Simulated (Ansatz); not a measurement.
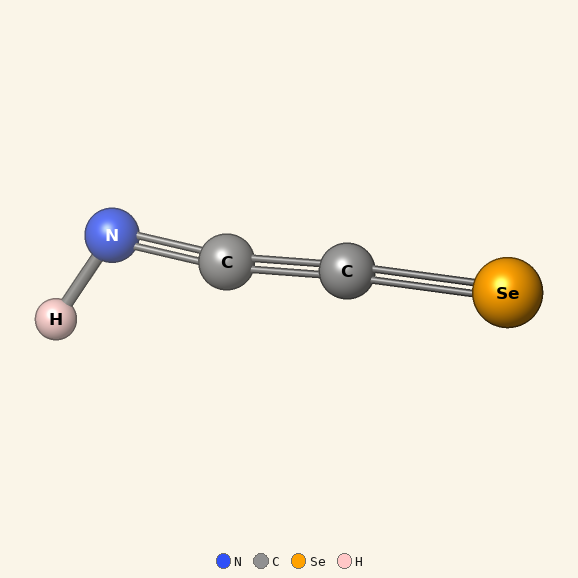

Orthographic view. Atoms fade into the background with distance from the viewer. The geometry was computed by an optimisation with PBE0-D4/def2-TZVP.

**Give the standard InChI.**

InChI=1S/C2HNSe/c3-1-2-4/h3H
